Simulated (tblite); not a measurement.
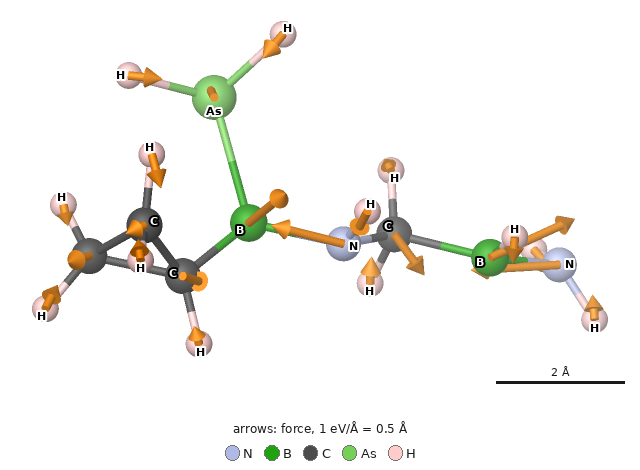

Starting geometry of C4H13AsB2N2 with the computed forces as orange arrows. Style: ball-and-stick. Shown at a tilt.

Theory: GFN2-xTB geometry optimisation, gas phase (tblite). 

Question: What follows when this structure is relaxed?

Answer: It isn't relaxed: the largest force vector, on a B atom, is 3.32 eV/Å. The final displacements have little in common with the starting forces (cosine between the two patterns 0.20). The largest move after the best rigid fit is that of an H atom, 3.11 Å. By element the largest moves are H 3.11 Å, N 1.93 Å, As 1.03 Å, C 0.98 Å, B 0.29 Å. Some distances before and after: B–N 1.530 → 1.382 Å, As–H 1.569 → 1.511 Å, H–N 1.053 → 1.011 Å, C–H 1.128 → 1.095 Å. Bond angles that change, for instance: B–As–H 110.9° → 92.4°, H–As–H 105.7° → 88.7°, C–N–B 113.3° → 127.5°. The energy falls by 75.5 kcal/mol in 245 geometry steps. Cost: 3.7 s on 1 thread of Arm Neoverse N1 (shared host).
